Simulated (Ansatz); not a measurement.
# Calculations on BSiNH8

### Relaxation

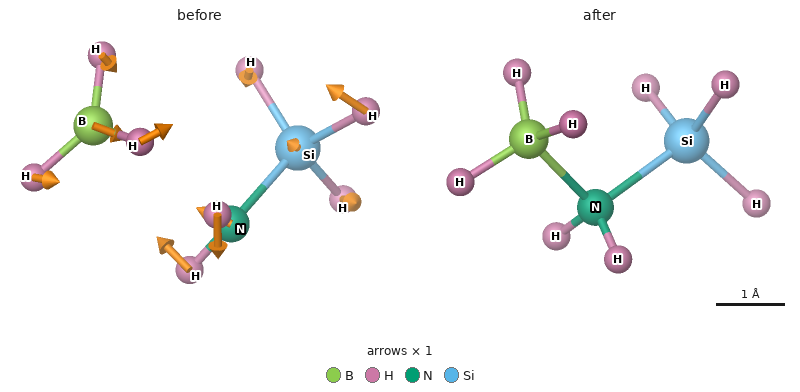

The structure of BSiNH$_{8}$ before (left) and after (right) a relaxation, at one scale. The orange arrows give the displacements, at their true length.

Style: ball-and-stick. Shown at a tilt.

The run prepares an end point of a later path (reaction) calculation, from a guessed geometry.

Computed with RKS BLYP-D4/6-31G* in Ansatz.

Input file:
```yaml
crystal:
  periodic: [false, false, false]
  atoms:
    - { symbol: B, position_ang: [0.046193, 0.345336, -0.028058] }
    - { symbol: H, position_ang: [-0.739323, 0.571911, 0.847055] }
    - { symbol: H, position_ang: [1.216815, 0.548929, 0.155435] }
    - { symbol: H, position_ang: [-0.359906, 0.001025, -1.1085] }
    - { symbol: "N", position_ang: [-0.267721, -2.080297, 1.196953] }
    - { symbol: H, position_ang: [-0.508754, -2.565288, 0.333871] }
    - { symbol: Si, position_ang: [1.208892, -2.374593, 2.097003] }
    - { symbol: H, position_ang: [1.392452, -3.856793, 2.20511] }
    - { symbol: H, position_ang: [2.46961, -1.808817, 1.511092] }
    - { symbol: H, position_ang: [1.010386, -1.76854, 3.449574] }
    - { symbol: H, position_ang: [-0.843142, -1.227872, 1.347465] }
basis:
  gaussian: { orbitals: "6-31G*" }
hamiltonian:
  xc: blyp
  dispersion: d4
relax:
  f_tol: 0.03
  max_steps: 50
```

Launched with:
```bash
ansatz run input.yaml --threads 1 --pin off --max-ram 2048MiB --backend cpu --events-out ev --progress --plain --runs-dir out
```

What changed between the two?

The atom that moves furthest after the best rigid fit is H11 (0.79 Å). Largest moves by element: H 0.79 Å, N 0.59 Å, B 0.58 Å, Si 0.26 Å. Some distances before and after: B1–N5 2.735 → 1.701 Å, B1–Si7 3.642 → 2.879 Å, N5–Si7 1.754 → 1.829 Å, B1–H2 1.198 → 1.216 Å. New bonds form, among them: B1–N5 (2.74 → 1.70 Å). Bond angles that change, for instance: H6–N5–Si7 123.6° → 111.1°, N5–Si7–H9 116.3° → 106.3°, Si7–N5–H11 122.0° → 113.1°. After 12 accepted moves (13 points after the start) the energy has fallen by 23.1 kcal/mol. The largest force component goes from 0.9 to 0.019 eV/Å. The line search rejected the trial step at point 9 of the run. The run took 33 s on 1 thread of Intel(R) Xeon(R) Platinum 8259CL CPU @ 2.50GHz (Skylake/Cascade Lake), on a shared host, peak memory 0.15 GiB.

### Relaxation

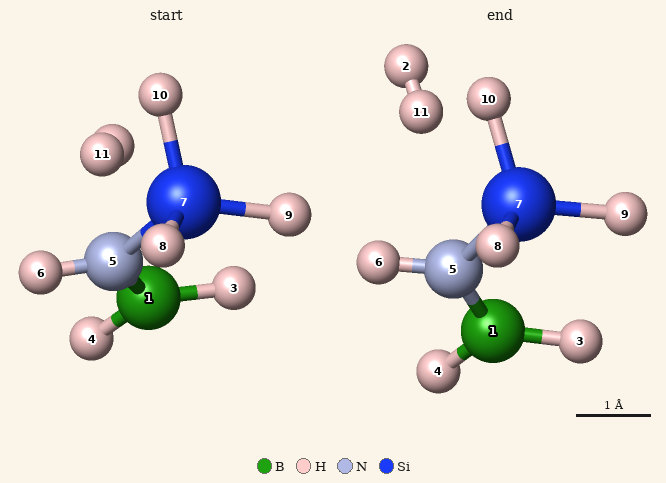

The structure of BSiNH8 before (left) and after (right) a relaxation, at one scale.

Style: ball-and-stick. Shown from a free direction.

The run prepares an end point of a later path (reaction) calculation, from a guessed geometry.

Level of theory: Ansatz 0.2.0, RKS BLYP-D4/6-31G*. Settings: no spin polarisation; force threshold 0.03 eV/Å; at most 50 steps.

**Describe what moved and what it gained.**

After 17 accepted moves (19 points after the start) the energy has fallen by 34.6 kJ/mol. The largest force component goes from 1.8 to 0.019 eV/Å. The line search rejected the trial steps at points 7, 12 of the run. The forces were under the threshold at step 6, but the run went on from there. The atom that moves furthest after the best rigid fit is H2 (1.21 Å). Largest moves by element: H 1.21 Å, B 0.53 Å, N 0.17 Å, Si 0.08 Å. Some distances before and after: B1–N5 1.484 → 1.416 Å, H2–H11 0.711 → 0.749 Å, N5–Si7 1.764 → 1.775 Å, B1–H3 1.199 → 1.203 Å. Groups turn about N5–Si7 by about 20°.

### Path

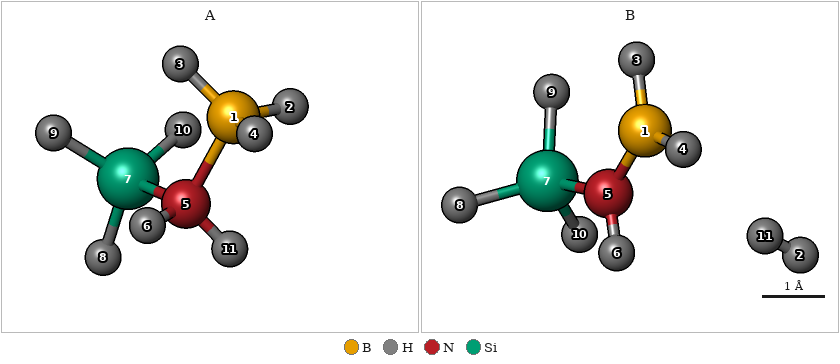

The two relaxed end points of a path for BSiNH₈. A ball-and-stick model, seen from a free direction.

These are results of RKS BLYP-D4/6-31G* in Ansatz 0.2.0, not measurements.

Settings: 5 movable images; climbing image; force threshold 0.05 eV/Å; iteration limit 60.

Start:
```xyz
11

B    -0.0009   -0.0804    0.3691
H    -0.4793    0.4841    1.3338
H     1.1930    0.1297    0.2222
H    -0.6437    0.0377   -0.6570
N    -0.0932   -1.7328    0.7639
H     0.0557   -2.2791   -0.0963
Si    1.1778   -2.1232    2.0195
H     0.8886   -3.4763    2.5965
H     2.4781   -2.1452    1.3034
H     1.0994   -1.0845    3.0742
H    -1.0501   -1.9450    1.0778
```

End:
```xyz
11

B     0.6069   -0.7949   -0.4487
H    -1.8838    0.5422    2.3824
H     1.6777   -0.2476   -0.4202
H    -0.1981   -0.5703   -1.3142
N     0.2886   -1.7281    0.5674
H    -0.6312   -2.1764    0.5029
Si    1.3227   -2.2467    1.9136
H     1.7367   -3.6780    1.7555
H     2.5248   -1.3674    1.9203
H     0.5790   -2.1297    3.2078
H    -1.3978    0.1818    1.9402
```

Q: Predict the minimum-energy path and its barrier.

A: Forward barrier 32.9 kcal/mol, backward barrier 39.7 kcal/mol, with image 4 at the top; the reaction energy is −6.8 kcal/mol. Breaking: B1–H2 (1.22 → 1.37 at the top → 4.00 Å), N5–H11 (1.03 → 1.39 at the top → 2.89 Å). Forming: H2–H11 (2.51 → 1.01 at the top → 0.75 Å). The band converged in 37 iterations. The largest component of the band force went from 11 to 0.04 eV/Å. The climbing image converged on the top of the path. Its vibrational analysis gives one imaginary mode (1340i cm⁻¹), as a transition state must have.

Energies of the converged images:

| image | path (Å) | E (kcal/mol) |
| --- | --- | --- |
| 0 | 0.00 | 0.0 |
| 1 | 0.67 | 0.4 |
| 2 | 1.34 | 1.1 |
| 3 | 2.01 | 9.0 |
| 4 | 2.67 | 32.9 |
| 5 | 4.92 | -6.1 |
| 6 | 7.17 | -6.8 |

The geometry at the top of the path:

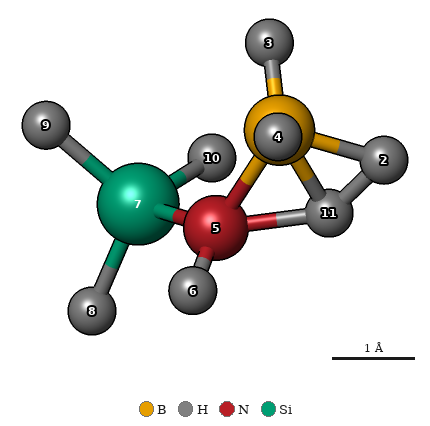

Cost: 7.2 min on 1 thread of Intel(R) Xeon(R) Platinum 8259CL CPU @ 2.50GHz (Skylake/Cascade Lake) (shared host), peak memory 0.14 GiB.
